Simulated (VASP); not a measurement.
# Ca2Ru2O7 with r2SCAN: from relaxation to properties, part 4 of 6

Aim: relax Ca2Ru2O7, then compute properties on the relaxed cell. Left out of this account: 1 further run (relaxation: a spoilt try). The start is a computed cell from the Materials Project.

VASP 6.6.1; r2SCAN, no spin polarisation; plane waves and PAW (Ca_sv, Ru_pv, O).

Still holding for the runs below: This run has no spin polarisation, although Ru can carry a moment.

So far. Step 5 (Bands along the symmetry lines (r2SCAN)): There is no gap at this level. Step 6 (Density of states (r2SCAN)): The finer mesh and the other smearing move the Fermi level by -0.01 eV from the 4×4×4 run, a small shift, which tests the Fermi level alone. Of the states within 0.3 eV of the Fermi level, the largest shares in the PAW spheres are Ru d 54 % and O p 31 %. The rest lies in smaller channels or between the spheres.

## 7. Independent-particle dielectric function (r2SCAN)

LOPTICS sums transitions from filled to empty bands. NBANDS is raised for it.

INCAR reads:

```
SYSTEM = Ca2Ru2O7
PREC = Accurate
ENCUT = 520
EDIFF = 1E-06
NELM = 100
ISMEAR = 0
SIGMA = 0.05
LREAL = Auto
ALGO = Normal
METAGGA = R2SCAN
LASPH = .TRUE.
NBANDS = 266
LORBIT = 11
LWAVE = .FALSE.
LCHARG = .FALSE.
KPAR = 8
LOPTICS = .TRUE.
NEDOS = 1500
CSHIFT = 0.1
```

POSCAR reads:

```
Ca2Ru2O7
1.0
    0.0000000000      5.0898448751      5.0898448751
    5.0898448751      0.0000000000      5.0898448751
    5.0898448751      5.0898448751      0.0000000000
Ca Ru O
4 4 14
Direct
    0.1250000000      0.6250000000      0.1250000000
    0.1250000000      0.1250000000      0.6250000000
    0.6250000000      0.1250000000      0.1250000000
    0.1250000000      0.1250000000      0.1250000000
    0.1250000000      0.6250000000      0.6250000000
    0.6250000000      0.1250000000      0.6250000000
    0.6250000000      0.6250000000      0.1250000000
    0.6250000000      0.6250000000      0.6250000000
    0.6926245269      0.6926245269      0.3073754731
    0.6926245269      0.3073754731      0.6926245269
    0.9426245269      0.5573754731      0.5573754731
    0.6926245269      0.3073754731      0.3073754731
    0.5573754731      0.9426245269      0.9426245269
    0.3073754731      0.3073754731      0.6926245269
    0.9426245269      0.9426245269      0.5573754731
    0.0000000000      0.0000000000      0.0000000000
    0.5573754731      0.5573754731      0.9426245269
    0.9426245269      0.5573754731      0.9426245269
    0.5573754731      0.9426245269      0.5573754731
    0.2500000000      0.2500000000      0.2500000000
    0.3073754731      0.6926245269      0.3073754731
    0.3073754731      0.6926245269      0.6926245269
```

KPOINTS reads:

```
Automatic mesh
0
Gamma
6 6 6
0 0 0
```

The projector-augmented-wave data sets are Ca_sv, Ru_pv and O (PBE family, release 64).

On the command line:

```bash
mpirun -np 8 vasp_std
```

Log:

```text
[... set-up lines as in an earlier step ...]
 entering main loop
       N       E                     dE             d eps       ncg     rms          rms(c)
DAV:   1     0.187402154482E+04    0.18740E+04   -0.79309E+04  8512   0.716E+02
DAV:   2    -0.196499533688E+03   -0.20705E+04   -0.18881E+04  9210   0.267E+02
DAV:   3    -0.348632031241E+03   -0.15213E+03   -0.14658E+03 10280   0.763E+01
DAV:   4    -0.355562877561E+03   -0.69308E+01   -0.67492E+01 12480   0.987E+00
DAV:   5    -0.355689345448E+03   -0.12647E+00   -0.12644E+00  9776   0.150E+00    0.863E+01
DAV:   6    -0.259500033600E+03    0.96189E+02   -0.31630E+01  9672   0.292E+01    0.276E+01
DAV:   7    -0.257550983076E+03    0.19491E+01   -0.15426E+01  9560   0.144E+01    0.207E+01
DAV:   8    -0.255692729215E+03    0.18583E+01   -0.87302E-01  9760   0.452E+00    0.576E+00
DAV:   9    -0.255808777256E+03   -0.11605E+00   -0.52383E-01  9568   0.174E+00    0.181E+00
DAV:  10    -0.255763753953E+03    0.45023E-01   -0.38110E-02  9680   0.604E-01    0.915E-01
DAV:  11    -0.255769667494E+03   -0.59135E-02   -0.15386E-02  9392   0.259E-01    0.504E-01
DAV:  12    -0.255765388939E+03    0.42786E-02   -0.67777E-03  9488   0.186E-01    0.124E-01
DAV:  13    -0.255765241800E+03    0.14714E-03   -0.10614E-03  9416   0.513E-02    0.848E-02
DAV:  14    -0.255765177758E+03    0.64043E-04   -0.43871E-05  9696   0.182E-02    0.219E-02
DAV:  15    -0.255765178354E+03   -0.59657E-06   -0.21684E-05  9640   0.140E-02    0.832E-03
DAV:  16    -0.255765179795E+03   -0.14408E-05   -0.38388E-06  9640   0.385E-03    0.812E-03
DAV:  17    -0.255765179429E+03    0.36637E-06   -0.54806E-07  6800   0.190E-03
   1 F= -.25576518E+03 E0= -.25575511E+03  d E =-.201376E-01
 optical routines
 imaginary and real dielectric function
 direction            1
 direction            2
 direction            3
```

Elapsed: 10 min, on 8 MPI ranks of Intel Xeon 6975P-C (Granite Rapids), shared host; peak memory 12 GiB; 71 min of CPU time.

OUTCAR, selected parts (step 7):

```text
   k-points           NKPTS =     16   k-points in BZ     NKDIM =     16   number of bands    NBANDS=    266

   NELECT =     180.0000    total number of electrons

 E-fermi :   4.1055

 k-point     1 :       0.0000    0.0000    0.0000
  band No.  band energies     occupation
    ...
     88       3.8014      2.00000
     89       3.8014      2.00000
     90       4.0296      1.96822
     91       4.0296      1.96822
     92       4.0296      1.96822
     93       4.5578      0.00000
     94       5.0527      0.00000
     95       5.0527      0.00000
     96       5.0527      0.00000
     97       6.7821      0.00000
    ...

  Total        0.0352011      0.0352011      0.0352011      0.0000000     -0.0000000      0.0000000
  in kB        0.2138566      0.2138566      0.2138566      0.0000000     -0.0000000      0.0000000
  external PRESSURE =       0.2138566 kB  Pullay stress =       0.0000000 kB

 POSITION                                       TOTAL-FORCE (eV/Angst)
 -----------------------------------------------------------------------------------
      3.81738      1.27246      3.81738        -0.000000     -0.000000     -0.000000
      3.81738      3.81738      1.27246        -0.000000     -0.000000     -0.000000
      1.27246      3.81738      3.81738        -0.000000     -0.000000     -0.000000
      1.27246      1.27246      1.27246        -0.000000     -0.000000     -0.000000
      6.36231      3.81738      3.81738        -0.000000     -0.000000     -0.000000
      3.81738      6.36231      3.81738        -0.000000     -0.000000     -0.000000
      3.81738      3.81738      6.36231        -0.000000     -0.000000     -0.000000
      6.36231      6.36231      6.36231        -0.000000     -0.000000     -0.000000
      5.08984      5.08984      7.05070        -0.000000     -0.000000      0.003096
      5.08984      7.05070      5.08984        -0.000000      0.003096     -0.000000
      5.67391      7.63477      7.63477        -0.003096     -0.000000     -0.000000
      3.12899      5.08984      5.08984        -0.003096     -0.000000     -0.000000
      9.59563      7.63477      7.63477         0.003096     -0.000000     -0.000000
      5.08984      5.08984      3.12899        -0.000000     -0.000000     -0.003096
      7.63477      7.63477      9.59563        -0.000000     -0.000000      0.003096
      0.00000      0.00000      0.00000        -0.000000     -0.000000     -0.000000
      7.63477      7.63477      5.67391        -0.000000     -0.000000     -0.003096
      7.63477      9.59563      7.63477        -0.000000      0.003096     -0.000000
      7.63477      5.67391      7.63477        -0.000000     -0.003096     -0.000000
      2.54492      2.54492      2.54492        -0.000000     -0.000000     -0.000000
      5.08984      3.12899      5.08984        -0.000000     -0.003096     -0.000000
      7.05070      5.08984      5.08984         0.003096     -0.000000     -0.000000
 -----------------------------------------------------------------------------------
    total drift:                                0.000000      0.000000      0.000000

  FREE ENERGIE OF THE ION-ELECTRON SYSTEM (eV)
  ---------------------------------------------------
  free  energy   TOTEN  =      -255.7651794286 eV

  energy  without entropy=     -255.7450418739  energy(sigma->0) =     -255.75511065

 plasma frequency squared (from intraband transitions) (eV^2)
  --------------------------------------------------------------------------------------
       2.457       0.000       0.000
       0.000       2.457       0.000
       0.000       0.000       2.457

[... 8 parts as in an earlier step ...]

[... 8 further parts left out ...]
```

These are independent-particle spectra without excitons or local fields, and fine structure depends on the mesh and on CSHIFT. The intraband (Drude) part is not in this spectrum.

This step gave:

* SCF cycles: 17
* bands: 266
* free energy (TOTEN): -255.7652 eV
* energy at zero smearing: -255.7551 eV
* pressure: 0.02139 GPa

The imaginary dielectric function, xx has structure finer than the step of the table below, so its rows give means over 1 eV, whole bins alone (the curve runs from 0 to 25.0 eV). Peaks (eV: height): 0.1: 111.

Table of imaginary dielectric function, xx by photon energy; means over each step:

```tsv
photon energy (eV)	imaginary dielectric function, xx
1	22.9
2	3.38
3	2.58
4	3.95
5	3.26
6	3.18
7	4.13
8	3.40
9	2.74
10	2.92
11	2.36
12	1.09
13	1.08
14	1.19
15	1.17
16	1.23
17	1.17
18	1.14
19	1.56
20	1.40
21	1.31
22	1.32
23	1.17
24	1.07
```

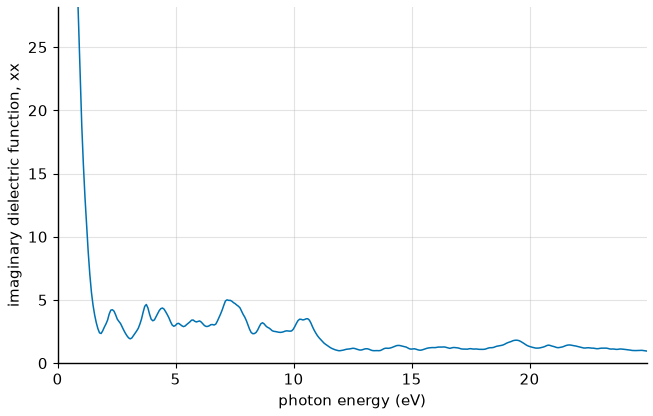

Imaginary dielectric function, xx against photon energy. Below 1 eV the curve runs off the scale.

Table of real dielectric function, xx by photon energy:

```tsv
photon energy (eV)	real dielectric function, xx
0	228
1	-12.6
2	1.32
3	2.45
4	2.91
5	2.56
6	2.52
7	3.36
8	0.0679
9	0.785
10	1.51
11	-0.623
12	0.485
13	0.902
14	1.18
15	1.01
16	1.21
17	1.08
18	1.31
19	1.46
20	0.769
21	0.884
22	0.771
23	0.861
24	0.818
```

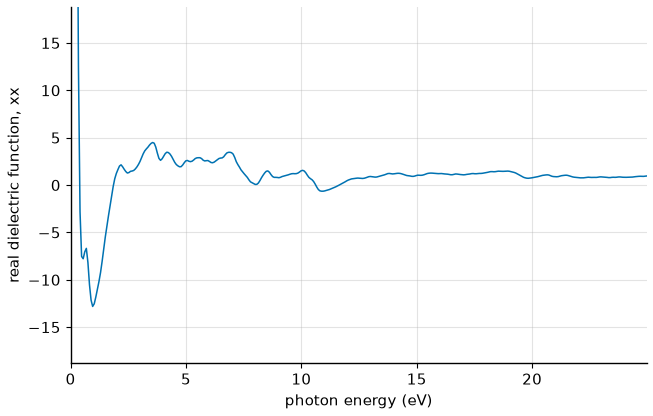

Real dielectric function, xx against photon energy. Below 1 eV the curve runs off the scale.

## 8. Volume scan with r2SCAN

An equation of state needs energies on both sides of the minimum, all on one mesh and cutoff.

INCAR, as its differences from that of step 7:

```diff
@@ -11,3 +11,3 @@
 LASPH = .TRUE.
-NBANDS = 266
+NBANDS = 112
 LORBIT = 11
@@ -16,4 +16,2 @@
 KPAR = 8
-LOPTICS = .TRUE.
-NEDOS = 1500
-CSHIFT = 0.1
+ISIF = 2
```

POSCAR, as its differences from that of step 7:

```diff
@@ -2,5 +2,5 @@
 1.0
-    0.0000000000      5.0898448751      5.0898448751
-    5.0898448751      0.0000000000      5.0898448751
-    5.0898448751      5.0898448751      0.0000000000
+    0.0000000000      4.9859413352      4.9859413352
+    4.9859413352      0.0000000000      4.9859413352
+    4.9859413352      4.9859413352      0.0000000000
 Ca Ru O
```

KPOINTS reads:

```
Automatic mesh
0
Gamma
4 4 4
0 0 0
```

On the command line:

```bash
mpirun -np 8 vasp_std
```

Log:

```text
[... set-up lines as in an earlier step ...]
 entering main loop
       N       E                     dE             d eps       ncg     rms          rms(c)
DAV:   1     0.204556667702E+04    0.20456E+04   -0.10199E+05  1792   0.172E+03
DAV:   2    -0.110078166576E+03   -0.21556E+04   -0.20638E+04  1896   0.523E+02
DAV:   3    -0.345335477443E+03   -0.23526E+03   -0.23159E+03  2304   0.161E+02
DAV:   4    -0.354222194835E+03   -0.88867E+01   -0.88299E+01  2664   0.294E+01
DAV:   5    -0.354760499518E+03   -0.53830E+00   -0.53718E+00  2880   0.497E+00    0.983E+01
DAV:   6    -0.255615509038E+03    0.99145E+02   -0.21425E+02  2120   0.673E+01    0.239E+01
DAV:   7    -0.256143887384E+03   -0.52838E+00   -0.49204E+01  2104   0.323E+01    0.263E+01
DAV:   8    -0.254995751399E+03    0.11481E+01   -0.45560E+00  2304   0.104E+01    0.810E+00
DAV:   9    -0.255086259497E+03   -0.90508E-01   -0.10187E+00  2232   0.327E+00    0.187E+00
DAV:  10    -0.255074640911E+03    0.11619E-01   -0.15418E-01  2536   0.110E+00    0.795E-01
DAV:  11    -0.255073425735E+03    0.12152E-02   -0.21265E-02  2208   0.757E-01    0.450E-01
DAV:  12    -0.255072586689E+03    0.83905E-03   -0.50773E-03  2424   0.397E-01    0.195E-01
DAV:  13    -0.255072817578E+03   -0.23089E-03   -0.37236E-03  2272   0.205E-01    0.116E-01
DAV:  14    -0.255072660056E+03    0.15752E-03   -0.54622E-04  2096   0.981E-02    0.466E-02
DAV:  15    -0.255072644989E+03    0.15067E-04   -0.32014E-04  2216   0.518E-02    0.197E-02
DAV:  16    -0.255072641772E+03    0.32178E-05   -0.47347E-05  2048   0.233E-02    0.612E-03
DAV:  17    -0.255072641279E+03    0.49281E-06   -0.46084E-06  1664   0.725E-03
   1 F= -.25507264E+03 E0= -.25506473E+03  d E =-.158221E-01
```

Run time: 2.8 min. Hardware: 8 MPI ranks; peak memory 4 GiB.

From OUTCAR (step 8):

```text
   ENCUT  =  520.0 eV  38.22 Ry    6.18 a.u.  13.11 13.11 13.11*2*pi/ulx,y,z

   NELECT =     180.0000    total number of electrons

 E-fermi :   4.8563

 k-point     1 :       0.0000    0.0000    0.0000
  band No.  band energies     occupation
    ...
     88       4.4361      2.00000
     89       4.4361      2.00000
     90       4.7435      1.99858
     91       4.7435      1.99858
     92       4.7435      1.99858
     93       5.3455      0.00000
     94       5.8868      0.00000
     95       5.8868      0.00000
     96       5.8868      0.00000
     97       7.8228      0.00000
    ...

  Total       21.4798964     21.4798964     21.4798964      0.0000000      0.0000000     -0.0000000
  in kB      138.8261490    138.8261490    138.8261490      0.0000000      0.0000000     -0.0000000
  external PRESSURE =     138.8261490 kB  Pullay stress =       0.0000000 kB

 POSITION                                       TOTAL-FORCE (eV/Angst)
 -----------------------------------------------------------------------------------
      3.73946      1.24649      3.73946        -0.000000     -0.000000     -0.000000
      3.73946      3.73946      1.24649        -0.000000     -0.000000     -0.000000
      1.24649      3.73946      3.73946        -0.000000     -0.000000     -0.000000
      1.24649      1.24649      1.24649        -0.000000     -0.000000     -0.000000
      6.23243      3.73946      3.73946        -0.000000     -0.000000     -0.000000
      3.73946      6.23243      3.73946        -0.000000     -0.000000     -0.000000
      3.73946      3.73946      6.23243        -0.000000     -0.000000     -0.000000
      6.23243      6.23243      6.23243        -0.000000     -0.000000     -0.000000
      4.98594      4.98594      6.90677        -0.000000     -0.000000      0.439529
      4.98594      6.90677      4.98594        -0.000000      0.439529     -0.000000
      5.55808      7.47891      7.47891        -0.439529     -0.000000     -0.000000
      3.06511      4.98594      4.98594        -0.439529     -0.000000     -0.000000
      9.39974      7.47891      7.47891         0.439529     -0.000000     -0.000000
      4.98594      4.98594      3.06511        -0.000000     -0.000000     -0.439529
      7.47891      7.47891      9.39974        -0.000000     -0.000000      0.439529
      0.00000      0.00000      0.00000        -0.000000     -0.000000     -0.000000
      7.47891      7.47891      5.55808        -0.000000     -0.000000     -0.439529
      7.47891      9.39974      7.47891        -0.000000      0.439529     -0.000000
      7.47891      5.55808      7.47891        -0.000000     -0.439529     -0.000000
      2.49297      2.49297      2.49297        -0.000000     -0.000000     -0.000000
      4.98594      3.06511      4.98594        -0.000000     -0.439529     -0.000000
      6.90677      4.98594      4.98594         0.439529     -0.000000     -0.000000
 -----------------------------------------------------------------------------------
    total drift:                                0.000000      0.000000      0.000000

  FREE ENERGIE OF THE ION-ELECTRON SYSTEM (eV)
  ---------------------------------------------------
  free  energy   TOTEN  =      -255.0726412788 eV

  energy  without entropy=     -255.0568191502  energy(sigma->0) =     -255.06473021

[... 5 parts as in an earlier step ...]

[... 11 further parts left out ...]
```

The scan keeps the cell's shape and the fractional positions fixed.

This step gave:

- bands: 112
- irreducible k-points: 8
- free energy (TOTEN): -255.0726 eV
- energy at zero smearing: -255.0647 eV
- Fermi energy: 4.856 eV
- pressure: 13.88 GPa

Force by atom:

```tsv
atom	x (eV/Å)	y (eV/Å)	z (eV/Å)	size
Ca1	0.000	0.000	0.000	0.000
Ca2	0.000	0.000	0.000	0.000
Ca3	0.000	0.000	0.000	0.000
Ca4	0.000	0.000	0.000	0.000
Ru5	0.000	0.000	0.000	0.000
Ru6	0.000	0.000	0.000	0.000
Ru7	0.000	0.000	0.000	0.000
Ru8	0.000	0.000	0.000	0.000
O9	0.000	0.000	0.440	0.440
O10	0.000	0.440	0.000	0.440
O11	-0.440	0.000	0.000	0.440
O12	-0.440	0.000	0.000	0.440
O13	0.440	0.000	0.000	0.440
O14	0.000	0.000	-0.440	0.440
O15	0.000	0.000	0.440	0.440
O16	0.000	0.000	0.000	0.000
O17	0.000	0.000	-0.440	0.440
O18	0.000	0.440	0.000	0.440
O19	0.000	-0.440	0.000	0.440
O20	0.000	0.000	0.000	0.000
O21	0.000	-0.440	0.000	0.440
O22	0.440	0.000	0.000	0.440
```

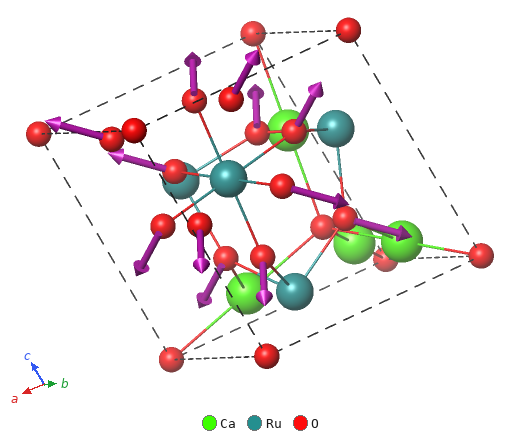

Force as arrows, the longest 0.440 eV/Å. Bonds to atoms that aren't drawn are left out. Some periodic images of atoms are drawn too.

The pressure here is 13.88 GPa.

(Continued in part 5 of 6.)

[Lines on the potential files, build, host, timing and source positions are cut from VASP's logs without a mark.]

[Logs are printed without paths, hosts, clocks, repeated set-up lines and the standing remarks that a program may print on its own settings, such as how far it seeks lower states.]

[Hosts, paths, dates, database ids (printed as entryN), source tags and the programs' standing remarks are cut or masked in the printed files.]

[A measured line is paired with the nearest computed mode of its activity, which favours agreement.]
